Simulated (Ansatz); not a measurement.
```
CELL_PARAMETERS angstrom
3.05178 0.00000 0.00000
-1.52589 2.64292 0.00000
0.00000 0.00000 6.92306
ATOMIC_POSITIONS crystal
Hf 0.00000 0.00000 0.00000
Al 0.00000 0.00000 0.50000
B 0.33333 0.66667 0.26463
B 0.33333 0.66667 0.73537
B 0.66667 0.33333 0.26463
B 0.66667 0.33333 0.73537
```

Space group P6/mmm; a structure generated by program, which may or may not match a known phase; computed pressure about −2 GPa in this cell; computed without spin polarisation.

Level of theory: Ansatz, DFT r2SCAN, scalar-relativistic, plane waves, PAW.

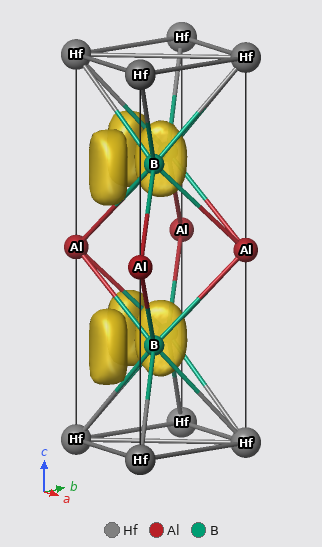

HfAlB₄. Isosurface of the electron localisation function at 0.75 (yellow), seen slightly off an axis. Only the valence region is drawn (cores and ρ < 0.01 e/Å³ removed). Sticks mark near contacts.

Core electrons are frozen (PAW), and the valence fields are smoothed inside the atomic spheres.

Q: Identify the bonds, lone pairs and shells in this picture.

A: The surface consists of six regions between bonded B–B atoms, counted in one cell of 6 atoms. Any copies at cell faces, edges or corners count once.

Values along the shortest contacts:
B–B (1.76 Å): the ELF peaks at about 0.90 between the atoms. Al–B (2.40 Å): the ELF peaks at about 0.65 in the valence shell of B, 0.9 Å from its nucleus, and is about 0.60 at the midpoint.

Q: What Bader charges does the calculation give?

A: Electrons move from Hf and Al towards B. Bader charges: Hf +1.57, Al +2.35 and B −0.98 e.
